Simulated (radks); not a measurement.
# Shell filling in a Woods-Saxon well (radius 8.42 bohr*, depth 7.36 hartree*, edge 0.6 bohr*), with a point charge of +2 at the centre, N = 32 to 36

Which level does each new electron take in a Woods-Saxon well (radius 8.42 bohr*, depth 7.36 hartree*, edge 0.6 bohr*), with a point charge of +2 at the centre, and at which counts is the dot hardest to charge further? Each count tries a few candidate levels and keeps the lowest.

Program: radks, version 2. Model: non-relativistic spin-polarised Kohn-Sham, PBE, spherically averaged shells. All values are calculated.

**1. The system**

| Item | Value |
| --- | --- |
| well | a Woods-Saxon well (radius 8.42 bohr*, depth 7.36 hartree*, edge 0.6 bohr*), with a point charge of +2 at the centre |
| functional | PBE |
| levels | named by radial order: 1s, 1p, 1d, 2s, 1f and so on |
| units | effective atomic units, hartree* and bohr* |
| configuration carried in | 1s2 1p6 1d10 2s2 1f(up 7, down 4) (N = 31, energy -156.492969) |

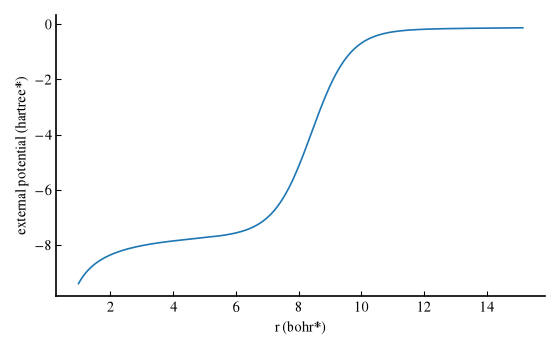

The external potential that the electrons feel.

**2. Electron number 32**

Trying: add 1f down. The run's settings:

```ini
kind = woods-saxon
xc = PBE
radius = 8.42  # bohr
depth = 7.36  # hartree
edge = 0.6  # bohr
z = 2  # e
electrons = 32
background = 0  # e
configuration = 1s2 1p6 1d10 2s2 1f(up 7, down 5)
```

The run is started by

```sh
$ python run_model.py task.json out
```

task.json names the series; the program runs every candidate in turn, and a move starts from the lowest state found so far. In the records, mag is the spin moment and err the last SCF error; their hartree and bohr are effective units.

Results of the run (chosen fields of its result record, rounded):

```text
status: converged
energy_total [hartree]: -158.909161
energy_kinetic [hartree]: 11.02464
energy_external [hartree]: -244.7402
energy_hartree [hartree]: 83.23429
energy_xc [hartree]: -8.427926
energy_background [hartree]: 0.0
orbitals [level, occupation, hartree, mean radius in bohr]:
  - ["1s up", 1, -2.72673, 0.981596]
  - ["1p up", 3, -2.5089, 5.80685]
  - ["1d up", 5, -2.44453, 5.91102]
  - ["2s up", 1, -2.53994, 5.73209]
  - ["1f up", 7, -2.35306, 6.01505]
  - ["1s down", 1, -2.72678, 0.979582]
  - ["1p down", 3, -2.50079, 5.79929]
  - ["1d down", 5, -2.4362, 5.9058]
  - ["2s down", 1, -2.53194, 5.72581]
  - ["1f down", 5, -2.34453, 6.01136]
r2_mean [bohr^2]: 33.72927
mag [bohr magneton]: 2
err: 8.2e-10
```

Trying: add 1g up. Changed: configuration = 1s2 1p6 1d10 2s2 1f(up 7, down 4) 1g(up 1, down 0).

Result:

```text
status: converged
energy_total [hartree]: -158.805615
energy_kinetic [hartree]: 11.14352
energy_external [hartree]: -244.7166
energy_hartree [hartree]: 83.20799
energy_xc [hartree]: -8.440482
energy_background [hartree]: 0.0
orbitals [level, occupation, hartree, mean radius in bohr]:
  - ["1s up", 1, -2.72865, 0.9823]
  - ["1p up", 3, -2.51347, 5.80984]
  - ["1d up", 5, -2.44918, 5.91312]
  - ["2s up", 1, -2.54447, 5.73473]
  - ["1f up", 7, -2.35779, 6.0165]
  - ["1g up", 1, -2.24144, 6.11709]
  - ["1s down", 1, -2.72874, 0.978469]
  - ["1p down", 3, -2.4973, 5.79174]
  - ["1d down", 5, -2.4325, 5.90016]
  - ["2s down", 1, -2.52855, 5.71874]
  - ["1f down", 4, -2.34063, 6.00704]
r2_mean [bohr^2]: 33.752
mag [bohr magneton]: 4
err: 1.6e-09
```

Trying: add 1g down. Changed: configuration = 1s2 1p6 1d10 2s2 1f(up 7, down 4) 1g(up 0, down 1).

Result:

```text
status: converged
energy_total [hartree]: -158.792584
energy_kinetic [hartree]: 11.14273
energy_external [hartree]: -244.7149
energy_hartree [hartree]: 83.20675
energy_xc [hartree]: -8.427115
energy_background [hartree]: 0.0
orbitals [level, occupation, hartree, mean radius in bohr]:
  - ["1s up", 1, -2.72878, 0.981355]
  - ["1p up", 3, -2.50976, 5.80373]
  - ["1d up", 5, -2.44531, 5.9085]
  - ["2s up", 1, -2.54084, 5.72895]
  - ["1f up", 7, -2.35375, 6.01298]
  - ["1s down", 1, -2.72883, 0.979231]
  - ["1p down", 3, -2.50156, 5.79943]
  - ["1d down", 5, -2.43697, 5.90605]
  - ["2s down", 1, -2.53272, 5.72631]
  - ["1f down", 4, -2.34532, 6.01162]
  - ["1g down", 1, -2.22875, 6.11379]
r2_mean [bohr^2]: 33.75307
mag [bohr magneton]: 2
err: 5e-10
```

Trying: move 1f up to 1f down. Changed: configuration = 1s2 1p6 1d10 2s2 1f(up 6, down 6).

Result:

```text
status: converged
energy_total [hartree]: -158.904902
energy_kinetic [hartree]: 11.02433
energy_external [hartree]: -244.7396
energy_hartree [hartree]: 83.23397
energy_xc [hartree]: -8.423557
energy_background [hartree]: 0.0
orbitals [level, occupation, hartree, mean radius in bohr]:
  - ["1s up", 1, -2.72677, 0.980568]
  - ["1p up", 3, -2.50493, 5.80325]
  - ["1d up", 5, -2.44046, 5.90855]
  - ["2s up", 1, -2.53603, 5.72915]
  - ["1f up", 6, -2.34889, 6.01332]
  - ["1s down", 1, -2.72677, 0.980568]
  - ["1p down", 3, -2.50493, 5.80325]
  - ["1d down", 5, -2.44046, 5.90855]
  - ["2s down", 1, -2.53603, 5.72915]
  - ["1f down", 6, -2.34889, 6.01332]
r2_mean [bohr^2]: 33.72951
mag [bohr magneton]: 0
err: 1.3e-09
```

| candidate | configuration | above the lowest (hartree*) |
| --- | --- | --- |
| add 1f down | 1s2 1p6 1d10 2s2 1f(up 7, down 5) | lowest |
| add 1g up | 1s2 1p6 1d10 2s2 1f(up 7, down 4) 1g(up 1, down 0) | 0.104 |
| add 1g down | 1s2 1p6 1d10 2s2 1f(up 7, down 4) 1g(up 0, down 1) | 0.117 |
| move 1f up to 1f down | 1s2 1p6 1d10 2s2 1f(up 6, down 6) | 0.00426 |

The series goes on from 1s2 1p6 1d10 2s2 1f(up 7, down 5).

From the same record, its empty bound levels (hartree) and its density (bohr, e/bohr³):

```text
empty: [["2p up", -2.0482], ["1g up", -2.2366], ["2d up", -1.8978], ["2p down", -2.0443], ["1g down", -2.228], ["2d down", -1.8928]]
r: [0.2323, 0.8161, 1.4, 1.984, 2.567, 3.151, 3.735, 4.319, 4.902, 5.486, 6.07, 6.654, 7.237, 7.821, 8.405, 8.989, 9.572, 10.16, 10.74, 11.32]
n: [1.466, 0.1783, 0.02769, 0.005404, 0.002112, 0.002908, 0.006029, 0.01184, 0.02009, 0.02782, 0.02895, 0.01985, 0.00747, 0.001363, 0.0001126, 4.681e-06, 1.263e-07, 2.797e-09, 6.25e-11, 1.404e-12]
```

**3. 33 electrons**

Trying: add 1f down. The run's settings:

```ini
kind = woods-saxon
xc = PBE
radius = 8.42  # bohr
depth = 7.36  # hartree
edge = 0.6  # bohr
z = 2  # e
electrons = 33
background = 0  # e
configuration = 1s2 1p6 1d10 2s2 1f(up 7, down 6)
```

Results of the run (chosen fields of its result record, rounded):

```text
status: converged
energy_total [hartree]: -161.182094
energy_kinetic [hartree]: 11.38266
energy_external [hartree]: -251.9077
energy_hartree [hartree]: 88.08047
energy_xc [hartree]: -8.737531
energy_background [hartree]: 0.0
orbitals [level, occupation, hartree, mean radius in bohr]:
  - ["1s up", 1, -2.57613, 0.980748]
  - ["1p up", 3, -2.36026, 5.82727]
  - ["1d up", 5, -2.29639, 5.9294]
  - ["2s up", 1, -2.39111, 5.75367]
  - ["1f up", 7, -2.20552, 6.03183]
  - ["1s down", 1, -2.57616, 0.979731]
  - ["1p down", 3, -2.35629, 5.82376]
  - ["1d down", 5, -2.29232, 5.92697]
  - ["2s down", 1, -2.38719, 5.75082]
  - ["1f down", 6, -2.20136, 6.03012]
r2_mean [bohr^2]: 34.03956
mag [bohr magneton]: 1
err: 8.7e-10
```

Trying: add 1g up. Changed: configuration = 1s2 1p6 1d10 2s2 1f(up 7, down 5) 1g(up 1, down 0).

Result:

```text
status: converged
energy_total [hartree]: -161.074756
energy_kinetic [hartree]: 11.50067
energy_external [hartree]: -251.8838
energy_hartree [hartree]: 88.05391
energy_xc [hartree]: -8.745534
energy_background [hartree]: 0.0
orbitals [level, occupation, hartree, mean radius in bohr]:
  - ["1s up", 1, -2.57804, 0.981441]
  - ["1p up", 3, -2.36482, 5.83024]
  - ["1d up", 5, -2.30103, 5.9315]
  - ["2s up", 1, -2.39562, 5.75629]
  - ["1f up", 7, -2.21024, 6.0333]
  - ["1g up", 1, -2.09457, 6.13261]
  - ["1s down", 1, -2.5781, 0.978568]
  - ["1p down", 3, -2.35297, 5.81688]
  - ["1d down", 5, -2.28881, 5.92183]
  - ["2s down", 1, -2.38397, 5.7445]
  - ["1f down", 5, -2.19767, 6.02618]
r2_mean [bohr^2]: 34.0615
mag [bohr magneton]: 3
err: 1e-09
```

Trying: add 1g down. Changed: configuration = 1s2 1p6 1d10 2s2 1f(up 7, down 5) 1g(up 0, down 1).

Result:

```text
status: converged
energy_total [hartree]: -161.066284
energy_kinetic [hartree]: 11.50013
energy_external [hartree]: -251.8827
energy_hartree [hartree]: 88.05313
energy_xc [hartree]: -8.736846
energy_background [hartree]: 0.0
orbitals [level, occupation, hartree, mean radius in bohr]:
  - ["1s up", 1, -2.57812, 0.980516]
  - ["1p up", 3, -2.3611, 5.82427]
  - ["1d up", 5, -2.29714, 5.92697]
  - ["2s up", 1, -2.39198, 5.75065]
  - ["1f up", 7, -2.2062, 6.02984]
  - ["1s down", 1, -2.57815, 0.979381]
  - ["1p down", 3, -2.35704, 5.82378]
  - ["1d down", 5, -2.29306, 5.92712]
  - ["2s down", 1, -2.38795, 5.7512]
  - ["1f down", 5, -2.20211, 6.03029]
  - ["1g down", 1, -2.08631, 6.13059]
r2_mean [bohr^2]: 34.06212
mag [bohr magneton]: 1
err: 1.1e-09
```

| candidate | configuration | above the lowest (hartree*) |
| --- | --- | --- |
| add 1f down | 1s2 1p6 1d10 2s2 1f(up 7, down 6) | lowest |
| add 1g up | 1s2 1p6 1d10 2s2 1f(up 7, down 5) 1g(up 1, down 0) | 0.107 |
| add 1g down | 1s2 1p6 1d10 2s2 1f(up 7, down 5) 1g(up 0, down 1) | 0.116 |

Lowest: 1s2 1p6 1d10 2s2 1f(up 7, down 6).

**4. Electron number 34**

Trying: add 1f down. The run's settings:

```ini
kind = woods-saxon
xc = PBE
radius = 8.42  # bohr
depth = 7.36  # hartree
edge = 0.6  # bohr
z = 2  # e
electrons = 34
background = 0  # e
configuration = 1s2 1p6 1d10 2s2 1f14
```

Results of the run (chosen fields of its result record, rounded):

```text
status: converged
energy_total [hartree]: -163.311949
energy_kinetic [hartree]: 11.74034
energy_external [hartree]: -259.0611
energy_hartree [hartree]: 93.06092
energy_xc [hartree]: -9.052104
energy_background [hartree]: 0.0
orbitals [level, occupation, hartree, mean radius in bohr]:
  - ["1s up", 1, -2.42597, 0.979951]
  - ["1p up", 3, -2.21204, 5.84726]
  - ["1d up", 5, -2.14865, 5.94742]
  - ["2s up", 1, -2.24271, 5.77478]
  - ["1f up", 7, -2.05838, 6.0483]
  - ["1s down", 1, -2.42597, 0.979951]
  - ["1p down", 3, -2.21204, 5.84726]
  - ["1d down", 5, -2.14865, 5.94742]
  - ["2s down", 1, -2.24271, 5.77478]
  - ["1f down", 7, -2.05838, 6.0483]
r2_mean [bohr^2]: 34.33945
mag [bohr magneton]: 0
err: 1.2e-09
```

Trying: add 1g up. Changed: configuration = 1s2 1p6 1d10 2s2 1f(up 7, down 6) 1g(up 1, down 0).

Result:

```text
status: converged
energy_total [hartree]: -163.201012
energy_kinetic [hartree]: 11.85748
energy_external [hartree]: -259.0369
energy_hartree [hartree]: 93.03413
energy_xc [hartree]: -9.055771
energy_background [hartree]: 0.0
orbitals [level, occupation, hartree, mean radius in bohr]:
  - ["1s up", 1, -2.42785, 0.980638]
  - ["1p up", 3, -2.21658, 5.85021]
  - ["1d up", 5, -2.15328, 5.94952]
  - ["2s up", 1, -2.2472, 5.77738]
  - ["1f up", 7, -2.06308, 6.04979]
  - ["1g up", 1, -1.94807, 6.14785]
  - ["1s down", 1, -2.42789, 0.978741]
  - ["1p down", 3, -2.20887, 5.84094]
  - ["1d down", 5, -2.14531, 5.94268]
  - ["2s down", 1, -2.23962, 5.76909]
  - ["1f down", 6, -2.05487, 6.04468]
r2_mean [bohr^2]: 34.3606
mag [bohr magneton]: 2
err: 1.8e-09
```

Trying: add 1g down. Changed: configuration = 1s2 1p6 1d10 2s2 1f(up 7, down 6) 1g(up 0, down 1).

Result:

```text
status: converged
energy_total [hartree]: -163.196875
energy_kinetic [hartree]: 11.85721
energy_external [hartree]: -259.0363
energy_hartree [hartree]: 93.03377
energy_xc [hartree]: -9.051528
energy_background [hartree]: 0.0
orbitals [level, occupation, hartree, mean radius in bohr]:
  - ["1s up", 1, -2.4279, 0.979726]
  - ["1p up", 3, -2.21285, 5.84438]
  - ["1d up", 5, -2.14939, 5.94507]
  - ["2s up", 1, -2.24355, 5.77188]
  - ["1f up", 7, -2.05903, 6.04637]
  - ["1s down", 1, -2.4279, 0.9796]
  - ["1p down", 3, -2.21277, 5.84719]
  - ["1d down", 5, -2.14937, 5.94748]
  - ["2s down", 1, -2.24344, 5.77507]
  - ["1f down", 6, -2.0591, 6.04839]
  - ["1g down", 1, -1.94403, 6.14691]
r2_mean [bohr^2]: 34.36087
mag [bohr magneton]: 0
err: 1.4e-09
```

| candidate | configuration | above the lowest (hartree*) |
| --- | --- | --- |
| add 1f down | 1s2 1p6 1d10 2s2 1f14 | lowest |
| add 1g up | 1s2 1p6 1d10 2s2 1f(up 7, down 6) 1g(up 1, down 0) | 0.111 |
| add 1g down | 1s2 1p6 1d10 2s2 1f(up 7, down 6) 1g(up 0, down 1) | 0.115 |

Kept: 1s2 1p6 1d10 2s2 1f14.

From the same record, its empty bound levels (hartree) and its density (bohr, e/bohr³):

```text
empty: [["2p up", -1.7484], ["1g up", -1.9433], ["2d up", -1.5995], ["2p down", -1.7484], ["1g down", -1.9433], ["2d down", -1.5995]]
r: [0.2344, 0.8234, 1.412, 2.001, 2.59, 3.179, 3.768, 4.357, 4.946, 5.535, 6.124, 6.713, 7.302, 7.891, 8.48, 9.069, 9.658, 10.25, 10.84, 11.43]
n: [1.454, 0.1739, 0.02668, 0.005131, 0.001989, 0.00282, 0.006024, 0.01213, 0.021, 0.02944, 0.03064, 0.02062, 0.007381, 0.00125, 9.454e-05, 3.63e-06, 9.644e-08, 2.123e-09, 4.602e-11, 1.029e-12]
```

**5. N = 35**

Trying: add 1g up. The run's settings:

```ini
kind = woods-saxon
xc = PBE
radius = 8.42  # bohr
depth = 7.36  # hartree
edge = 0.6  # bohr
z = 2  # e
electrons = 35
background = 0  # e
configuration = 1s2 1p6 1d10 2s2 1f14 1g(up 1, down 0)
```

Results of the run (chosen fields of its result record, rounded):

```text
status: converged
energy_total [hartree]: -165.184553
energy_kinetic [hartree]: 12.21398
energy_external [hartree]: -266.1758
energy_hartree [hartree]: 98.14821
energy_xc [hartree]: -9.370947
energy_background [hartree]: 0.0
orbitals [level, occupation, hartree, mean radius in bohr]:
  - ["1s up", 1, -2.27809, 0.979883]
  - ["1p up", 3, -2.06876, 5.86976]
  - ["1d up", 5, -2.00592, 5.96719]
  - ["2s up", 1, -2.0992, 5.79801]
  - ["1f up", 7, -1.91629, 6.06597]
  - ["1g up", 1, -1.80193, 6.1628]
  - ["1s down", 1, -2.2781, 0.978982]
  - ["1p down", 3, -2.06502, 5.86406]
  - ["1d down", 5, -2.00203, 5.96282]
  - ["2s down", 1, -2.09553, 5.79265]
  - ["1f down", 7, -1.91225, 6.06259]
r2_mean [bohr^2]: 34.65009
mag [bohr magneton]: 1
err: 1.1e-09
```

Trying: add 2p up. Changed: configuration = 1s2 1p6 1d10 2s2 1f14 2p(up 1, down 0).

Result:

```text
status: converged
energy_total [hartree]: -164.986744
energy_kinetic [hartree]: 12.14965
energy_external [hartree]: -266.2942
energy_hartree [hartree]: 98.43822
energy_xc [hartree]: -9.280463
energy_background [hartree]: 0.0
orbitals [level, occupation, hartree, mean radius in bohr]:
  - ["1s up", 1, -2.2059, 1.0626]
  - ["1p up", 3, -2.0625, 5.88208]
  - ["1d up", 5, -1.99992, 5.97988]
  - ["2s up", 1, -2.09169, 5.75186]
  - ["1f up", 7, -1.9107, 6.07835]
  - ["2p up", 1, -1.59919, 4.23841]
  - ["1s down", 1, -2.20137, 1.03662]
  - ["1p down", 3, -2.05997, 5.90377]
  - ["1d down", 5, -1.99805, 5.99191]
  - ["2s down", 1, -2.08929, 5.78929]
  - ["1f down", 7, -1.9093, 6.08423]
r2_mean [bohr^2]: 34.35714
mag [bohr magneton]: 1
err: 1.9e-09
```

| candidate | configuration | above the lowest (hartree*) |
| --- | --- | --- |
| add 1g up | 1s2 1p6 1d10 2s2 1f14 1g(up 1, down 0) | lowest |
| add 2p up | 1s2 1p6 1d10 2s2 1f14 2p(up 1, down 0) | 0.198 |

Kept: 1s2 1p6 1d10 2s2 1f14 1g(up 1, down 0).

**6. 36 electrons**

Trying: add 1g up. The run's settings:

```ini
kind = woods-saxon
xc = PBE
radius = 8.42  # bohr
depth = 7.36  # hartree
edge = 0.6  # bohr
z = 2  # e
electrons = 36
background = 0  # e
configuration = 1s2 1p6 1d10 2s2 1f14 1g(up 2, down 0)
```

Results of the run (chosen fields of its result record, rounded):

```text
status: converged
energy_total [hartree]: -166.915844
energy_kinetic [hartree]: 12.68619
energy_external [hartree]: -273.2767
energy_hartree [hartree]: 103.3692
energy_xc [hartree]: -9.694576
energy_background [hartree]: 0.0
orbitals [level, occupation, hartree, mean radius in bohr]:
  - ["1s up", 1, -2.13053, 0.979878]
  - ["1p up", 3, -1.92569, 5.89137]
  - ["1d up", 5, -1.86337, 5.98625]
  - ["2s up", 1, -1.95591, 5.82027]
  - ["1f up", 7, -1.77436, 6.08305]
  - ["1g up", 2, -1.66068, 6.1783]
  - ["1s down", 1, -2.13055, 0.978068]
  - ["1p down", 3, -1.91834, 5.88065]
  - ["1d down", 5, -1.85574, 5.97803]
  - ["2s down", 1, -1.94871, 5.81029]
  - ["1f down", 7, -1.76645, 6.07671]
r2_mean [bohr^2]: 34.94986
mag [bohr magneton]: 2
err: 1.7e-09
```

Trying: add 1g down. Changed: configuration = 1s2 1p6 1d10 2s2 1f14 1g(up 1, down 1).

Result:

```text
status: converged
energy_total [hartree]: -166.911752
energy_kinetic [hartree]: 12.686
energy_external [hartree]: -273.2761
energy_hartree [hartree]: 103.3688
energy_xc [hartree]: -9.690378
energy_background [hartree]: 0.0
orbitals [level, occupation, hartree, mean radius in bohr]:
  - ["1s up", 1, -2.13059, 0.97894]
  - ["1p up", 3, -1.92209, 5.88623]
  - ["1d up", 5, -1.85964, 5.98233]
  - ["2s up", 1, -1.95238, 5.81554]
  - ["1f up", 7, -1.77049, 6.08004]
  - ["1g up", 1, -1.65668, 6.176]
  - ["1s down", 1, -2.13059, 0.97894]
  - ["1p down", 3, -1.92209, 5.88623]
  - ["1d down", 5, -1.85964, 5.98233]
  - ["2s down", 1, -1.95238, 5.81554]
  - ["1f down", 7, -1.77049, 6.08004]
  - ["1g down", 1, -1.65668, 6.176]
r2_mean [bohr^2]: 34.95024
mag [bohr magneton]: 0
err: 4.6e-10
```

Trying: add 1h up. Changed: configuration = 1s2 1p6 1d10 2s2 1f14 1g(up 1, down 0) 1h(up 1, down 0).

Result:

```text
status: converged
energy_total [hartree]: -166.779141
energy_kinetic [hartree]: 12.82154
energy_external [hartree]: -273.2487
energy_hartree [hartree]: 103.3411
energy_xc [hartree]: -9.693106
energy_background [hartree]: 0.0
orbitals [level, occupation, hartree, mean radius in bohr]:
  - ["1s up", 1, -2.13213, 0.979649]
  - ["1p up", 3, -1.92641, 5.89115]
  - ["1d up", 5, -1.86408, 5.98618]
  - ["2s up", 1, -1.95664, 5.82027]
  - ["1f up", 7, -1.77507, 6.08306]
  - ["1g up", 1, -1.66138, 6.17833]
  - ["1h up", 1, -1.52468, 6.27013]
  - ["1s down", 1, -2.13215, 0.977983]
  - ["1p down", 3, -1.91915, 5.87811]
  - ["1d down", 5, -1.85648, 5.97593]
  - ["2s down", 1, -1.94954, 5.80767]
  - ["1f down", 7, -1.76712, 6.07496]
r2_mean [bohr^2]: 34.96942
mag [bohr magneton]: 2
err: 1.8e-09
```

Trying: move 1g up to 1g down: the same state as a run above.

| candidate | configuration | above the lowest (hartree*) |
| --- | --- | --- |
| add 1g up | 1s2 1p6 1d10 2s2 1f14 1g(up 2, down 0) | lowest |
| add 1g down | 1s2 1p6 1d10 2s2 1f14 1g(up 1, down 1) | 0.00409 |
| add 1h up | 1s2 1p6 1d10 2s2 1f14 1g(up 1, down 0) 1h(up 1, down 0) | 0.137 |
| move 1g up to 1g down | 1s2 1p6 1d10 2s2 1f14 1g(up 1, down 1) | 0.00409 |

Kept: 1s2 1p6 1d10 2s2 1f14 1g(up 2, down 0).

From the same record, its empty bound levels (hartree) and its density (bohr, e/bohr³):

```text
empty: [["2p up", -1.4561], ["2d up", -1.3092], ["3s up", -1.4917], ["1h up", -1.524], ["2p down", -1.4532], ["1g down", -1.6525], ["2d down", -1.3055], ["3s down", -1.4885], ["1h down", -1.5155]]
r: [0.2365, 0.8307, 1.425, 2.019, 2.613, 3.208, 3.802, 4.396, 4.99, 5.584, 6.179, 6.773, 7.367, 7.961, 8.555, 9.15, 9.744, 10.34, 10.93, 11.53]
n: [1.442, 0.1697, 0.02564, 0.004867, 0.001877, 0.00273, 0.005991, 0.01236, 0.02183, 0.03102, 0.03232, 0.02129, 0.007256, 0.001139, 7.917e-05, 2.869e-06, 7.213e-08, 1.603e-09, 3.616e-11, 7.915e-13]
```

**7. Collected**

| N | configuration | unpaired | chemical potential (hartree*) | addition energy (hartree*) | rms radius (bohr*) |
| --- | --- | --- | --- | --- | --- |
| 32 | 1s2 1p6 1d10 2s2 1f(up 7, down 5) | 2 | -2.416 | 0.143 | 5.81 |
| 33 | 1s2 1p6 1d10 2s2 1f(up 7, down 6) | 1 | -2.273 | 0.143 | 5.83 |
| 34 | 1s2 1p6 1d10 2s2 1f14 | 0 | -2.130 | 0.257 | 5.86 |
| 35 | 1s2 1p6 1d10 2s2 1f14 1g(up 1, down 0) | 1 | -1.873 | 0.141 | 5.89 |
| 36 | 1s2 1p6 1d10 2s2 1f14 1g(up 2, down 0) | 2 | -1.731 | - | 5.91 |

Chemical potential E(N) - E(N-1); addition energy E(N+1) + E(N-1) - 2E(N).

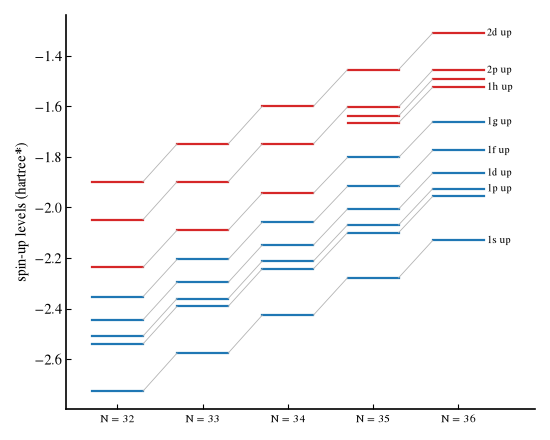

Spin-up levels of the kept configurations; wholly or partly filled blue, empty red.

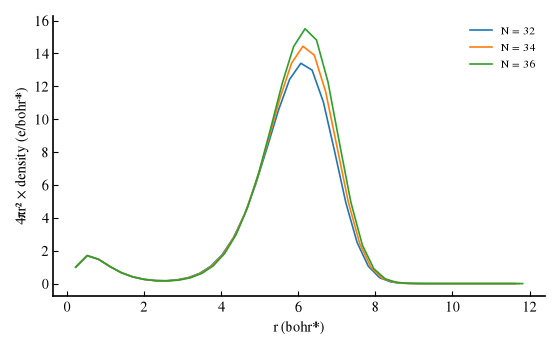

Radial distributions of the electrons.

**8. Results**

| quantity | value |
| --- | --- |
| closed shells at N | 34 |
| largest addition energy | 0.257 hartree* at N = 34 (of N = 32 to 35) |
| most unpaired electrons | 2 at N = 32 and 36 |
| configuration at N = 36 | 1s2 1p6 1d10 2s2 1f14 1g(up 2, down 0) |

Shells close at N = 34, and the second difference peaks there. The largest moment in range is 2, first at N = 32: exchange favours parallel spins in open shells. Spherical averaging forbids deformation, and the greedy search can miss a lower configuration.
